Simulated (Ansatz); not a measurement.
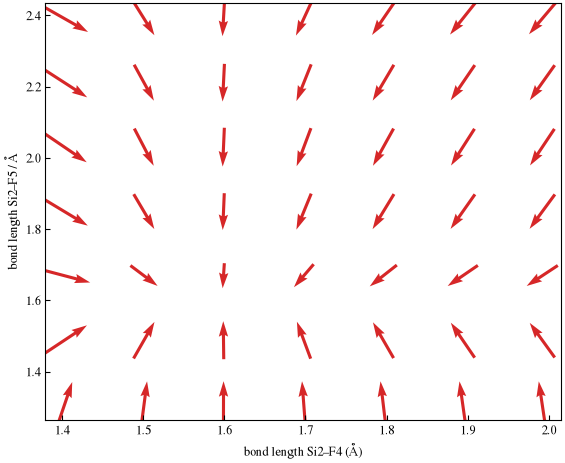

F3OSi, SMILES [O][Si](F)(F)F, spin multiplicity 2. The first coordinate is: bond length Si2–F4; the second: bond length Si2–F5. Nothing is relaxed (all other coordinates rigid). Grid: 7 × 7 points. Points are written as (first, second). Computed with UKS B3LYP-D4/def2-SVP (Ansatz 0.2.0).

The picture shows arrows along the force (downhill), their lengths compressed.

### The arrows alone are given. Where is the energy lowest?

The arrows converge at about (1.593 Å, 1.591 Å) (read from the interpolated surface).

The energy map of the same scan:

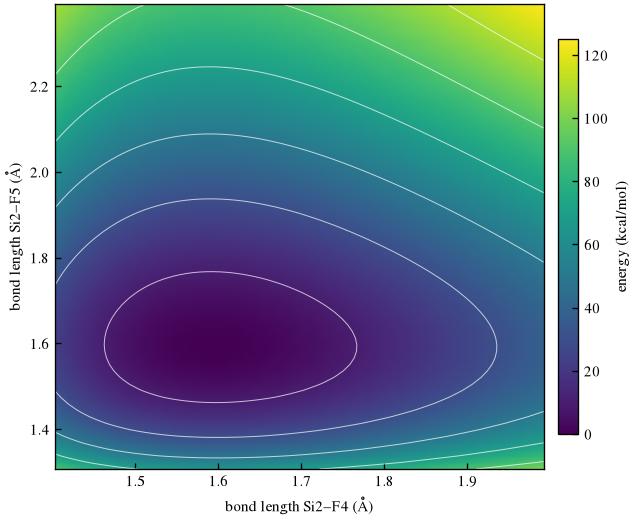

Energies are in kcal/mol, from the relaxed molecule at the same level; between grid points the surface is interpolated.
